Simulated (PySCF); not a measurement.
Molecule: Ga(Vi)(OMe)2, SMILES C=[CH][Ga]([O]C)[O]C, singlet. Atoms near the plane z = 1.5 Å, at the GFN2-xTB optimised geometry (x, y, z in Å): Ga1 (-0.1, -0.4, 0.0), C2 (-1.4, -2.0, 0.0), C3 (-2.7, -1.8, 0.0), H4 (-1.0, -3.0, 0.0), H5 (-3.4, -2.6, 0.0), H6 (-3.1, -0.8, 0.0), O7 (1.6, -0.4, 0.0), C8 (2.8, -1.2, 0.0), H10 (3.4, -0.9, 0.9), H11 (2.7, -2.2, 0.0), O12 (-0.9, 1.1, 0.0), C13 (-0.5, 2.5, 0.0), H14 (0.6, 2.6, 0.0), H16 (-0.9, 3.0, 0.9).

Calculation: PBE0/def2-TZVP run with PySCF. The values are rescaled to run from 0 to 1.

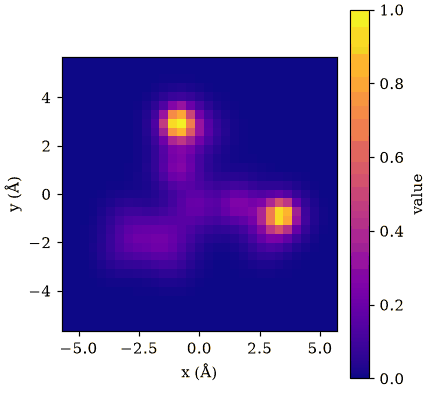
Figure. a field on the plane z = 1.5 Å.

Problem. Which quantity is mapped?
(A) electron localisation function
(B) Laplacian of the electron density
(C) electrostatic potential
(D) deformation density (molecule minus spherical neutral atoms)

Solution. B, Laplacian of the electron density. In full: Laplacian of the electron density (e/bohr⁵).
